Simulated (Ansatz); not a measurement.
# OF (Oxygen monofluoride): UB3LYP/STO-3G

Aim: the energy change on altering one bond length of OF (Oxygen monofluoride) at UB3LYP/STO-3G, from 2 runs. 

The results are computed with Ansatz 0.2.0.

48 further runs of the same task are left out: 7 that didn't finish, 41 set aside as unsound or not needed.

## Step 1: The system as given

OF: 2 atoms, total charge 0, spin state doublet. As SMILES, `[O]F`. The coordinates come from a PBE0-D4/def2-TZVP relaxation.

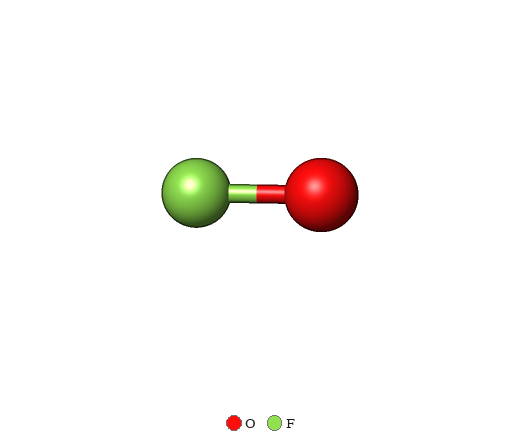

The structure, seen from a chosen angle (oxygen red, fluorine green).

## Step 2: A single-point energy at UB3LYP/STO-3G

input.yaml

```yaml
crystal:
  periodic: [false, false, false]
  atoms:
    - symbol: O
      position_ang: [0.000000, 0.000000, -0.015950]
    - symbol: F
      position_ang: [-0.000000, -0.000000, 1.314400]
basis:
  gaussian:
    orbitals: STO-3G
magnetization:
  spin_polarized: true
  initial_magnetization: 1
hamiltonian:
  xc: {name: B3LYP}
accuracy: high
```

Launch:

```sh
$ ansatz run input.yaml --threads 1 --pin off --max-ram 3480MiB --events-out events.jsonl --progress --plain --runs-dir runs
```

Log:

```text
Warning: RAYON_NUM_THREADS=1 ignored (pool sized by the plan → 1); use --threads N
Functional definition: B3LYP
  name "B3LYP"
  parameter a0 = 0.2
  parameter ax = 0.72
  parameter ac = 0.81
  exchange = (1 - a0 - ax)*slater_x + ax*b88_x + a0*exact_x
  correlation = (1 - ac)*vwn_rpa_c + ac*lyp_c
149 factors; integrals over basis functions are off by at most 3.2e-8 eV
mean field evaluation 1: about -4691.1302 eV, gradient 1.3e1 eV
mean field evaluation 2: about -4689.9889 eV, gradient 1.8e1 eV
mean field evaluation 4: about -4692.3465 eV, gradient 5.9e-1 eV
mean field evaluation 8: about -4692.3461 eV, gradient 1.2e-2 eV
mean field evaluation 16: about -4692.3461 eV, gradient 1.4e-8 eV
mean field -4692.34605603 eV, -172.4405369727 hartree, gradient 1.4e-8 eV, S^2 0.750649; 0 other end points of the search recorded, 0 dependent functions left out
reference -4692.34606692 eV, -172.4405373729 hartree; 9, 8 occupied and 1, 2 virtual orbitals, 149 factors
Total energy: -4692.34606692 eV, -172.4405373729 hartree
```

Run time: 0.42 s. Hardware: 1 thread of Intel Xeon 6975P-C (Granite Rapids), shared host.

## Step 3: The distorted shape, same level

in.yaml

```yaml
crystal:
  periodic: [false, false, false]
  atoms:
    - {symbol: O, position_ang: [0.000000, 0.000000, -0.348500]}
    - {symbol: F, position_ang: [-0.000000, -0.000000, 1.314400]}
basis:
  gaussian:
    orbitals: STO-3G
magnetization:
  spin_polarized: true
  initial_magnetization: 1
hamiltonian:
  xc: {name: B3LYP}
accuracy: high
```

Launch:

```sh
$ ansatz run in.yaml --threads 1 --pin off --max-ram 3480MiB --events-out events.jsonl --progress --plain --runs-dir runs
```

Log (excerpt; [...] marks lines left out):

```text
Warning: RAYON_NUM_THREADS=1 ignored (pool sized by the plan → 1); use --threads N
[... 7 set-up lines as earlier in the session ...]
149 factors; integrals over basis functions are off by at most 4.3e-8 eV
mean field evaluation 1: about -4690.3637 eV, gradient 5.6e0 eV
mean field evaluation 2: about -4689.0223 eV, gradient 1.5e1 eV
mean field evaluation 4: about -4690.7683 eV, gradient 9.7e-1 eV
mean field evaluation 8: about -4690.8024 eV, gradient 1.9e-1 eV
mean field evaluation 16: about -4690.8027 eV, gradient 6.4e-6 eV
mean field -4690.80267327 eV, -172.3838187023 hartree, gradient 1.1e-8 eV, S^2 0.816867; 1 other end points of the search recorded, 0 dependent functions left out
reference -4690.80268462 eV, -172.3838191194 hartree; 9, 8 occupied and 1, 2 virtual orbitals, 149 factors
Total energy: -4690.80268462 eV, -172.3838191194 hartree
```

Wall time 0.44 s (1 thread of Intel Xeon 6975P-C (Granite Rapids), shared host).

## Step 4: What came out

Level: UB3LYP/STO-3G.

| quantity | value |
| --- | --- |
| first shape: total energy | -172.44054 Eh |
| first shape: ⟨S²⟩ | 0.751 |
| distorted shape: total energy | -172.38382 Eh |
| distorted shape: ⟨S²⟩ | 0.817 |
| energy change with the O1–F2 bond stretched from 1.330 to 1.663 Å | 1.543 eV |

With the O1–F2 bond stretched from 1.330 to 1.663 Å the energy rises by 1.54 eV (36 kcal/mol). The first shape isn't relaxed at this level, so the change isn't measured from a minimum. The minimal basis adds a large error of its own.
